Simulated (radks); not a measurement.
N²⁺ (Z = 7, 5 electrons); electrons: [He] 2s2 2p1 (high spin). Theory: scalar-relativistic Kohn-Sham, r2SCAN, spin-polarised, spherical densities, finite nucleus (computed with the in-house radial solver radks).

```
Z 7
configuration [He] 2s2 2p1
relativity scalar-relativistic
functional r2scan,r2scan
spin polarised
nucleus finite rms 2.5582 fm
c 137.035999084
```

Wanted: the number of electrons inside radius r (solid) and the radial density 4πr²ρ (dashed).

The count levels off at 5 electrons. Half of them lie within 0.702 bohr, 90 % within 1.63 bohr and 99 % within 2.51 bohr. The radial density has a minimum at 0.515 bohr, where the count stands at 2.1; this parts the shells that the density resolves.

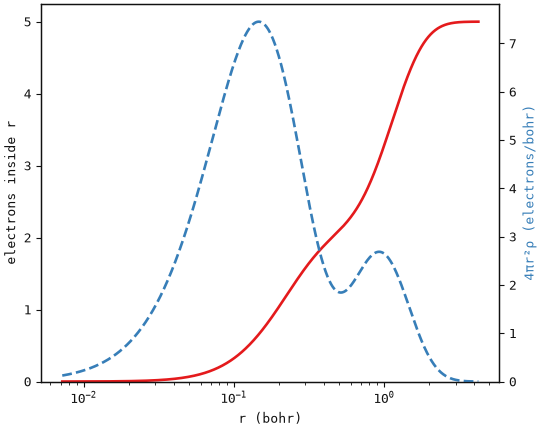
